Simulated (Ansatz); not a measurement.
B$_{2}$HNP (charge +1, triplet)

Input

```
crystal:
  periodic: [false, false, false]
  atoms:
    - {symbol: B, position_ang: [0.000000, 0.000000, -1.167733]}
    - {symbol: B, position_ang: [0.000000, 0.000000, 1.430688]}
    - {symbol: "N", position_ang: [0.000000, 0.000000, 0.143759]}
    - {symbol: P, position_ang: [0.000000, 0.000000, -3.016860]}
    - {symbol: H, position_ang: [0.000000, 0.000000, 2.610146]}
basis:
  gaussian:
    orbitals: def2-TZVPD
total_charge: 1
magnetization:
  spin_polarized: true
  initial_magnetization: 2
hamiltonian:
  xc: {name: PBE0}
output: {forces: true, orbitals: {seedname: orbitals}}
```

Launched as:

```sh
ansatz run input.yaml --threads 1 --pin off --max-ram 2610MiB --events-out events.jsonl --progress --plain --runs-dir runs
```

Geometry: B3LYP-D3(BJ)/def2-SVP.

All numbers below come from isolated molecule in a Gaussian basis; Kohn-Sham density functional theory, functional PBE0 in Ansatz 0.2.0.

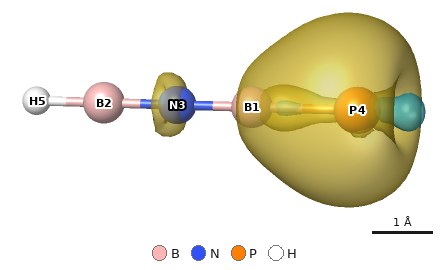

Figure 1. Isosurfaces of the spin density (α minus β) at +0.03 (yellow) and −0.03 e/Å³ (cyan), seen from one side.

Where is the unpaired spin?

The unpaired spin (2 electrons) lies mostly on P4 (about 1.6) and B1 (about 0.3), in electrons by Hirshfeld's partition.

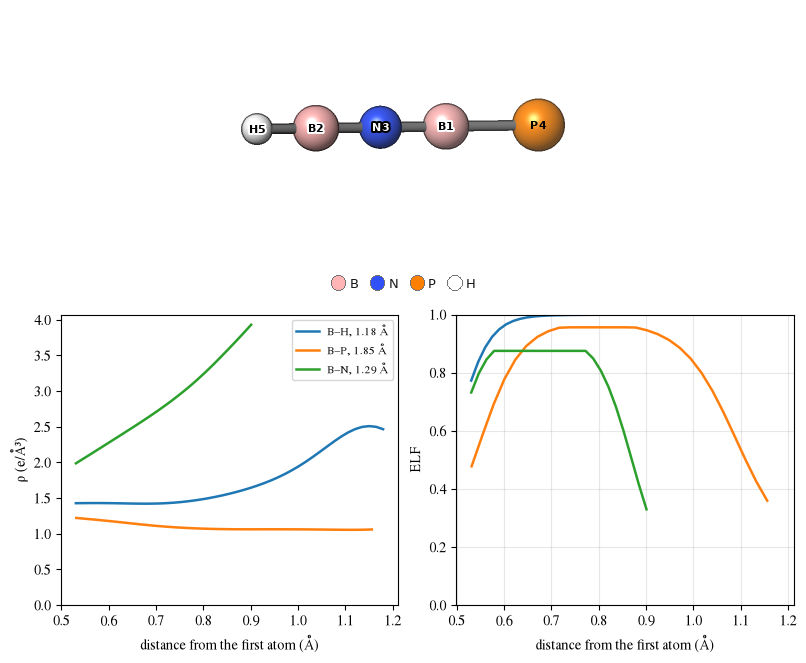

Figure 2. Total electron density and ELF along straight lines between neighbouring atoms. The curves leave out the atomic cores. The structure is drawn too.

Compare the contacts.

B–H (1.18 Å): ρ at the midpoint is about 1.4 e/Å³; the ELF climbs to about 1 towards the hydrogen, as it does in any bond to H; an ordinary covalent bond to hydrogen.
B–P (1.85 Å): the density is about 1.1 e/Å³ at the midpoint; the ELF peaks at about 0.95 between the atoms: a shared electron pair.
B–N (1.29 Å): ρ at the midpoint is about 2.5 e/Å³; the ELF peaks at about 0.85 between the atoms: a polar covalent bond.

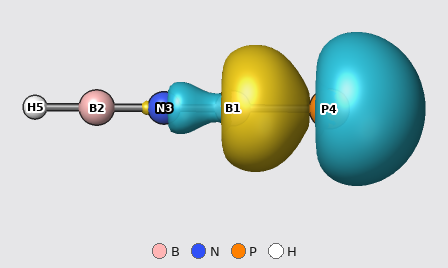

Figure 3. The HOMO (β) at ±0.1 Å⁻³ᐟ² (yellow and cyan are the two phases), seen from one side.

Describe this orbital and give its energy.

By Hirshfeld shares it lies mainly on P4 (about 75 %) and B1 (about 20 %); it is of σ type. Its energy is −14.95 eV.
